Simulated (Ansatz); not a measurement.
The parent structure is BP in the zinc blende structure (space group F-43m, No. 216; a = 4.491 Å).

The change: cell and atoms relaxed at a pressure of 9 GPa.

The values are results of LDA (Ansatz, an electronic-structure program; PAW; 420 eV plane waves; no SOC), not measurements.

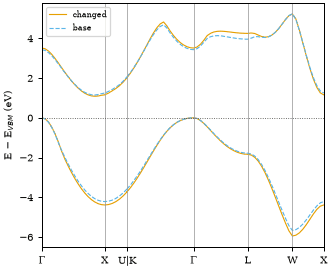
Highest valence and lowest conduction band along the path, each from its own valence-band maximum

Question: Read the changed gap and its character from the plot.

Answer: About 1.1 eV, indirect, Γ → Γ–X (84 % along).

Load acts through the strain it causes; cell and atoms are relaxed under it. No phonon test of stability was made. No other phases were tried under pressure.
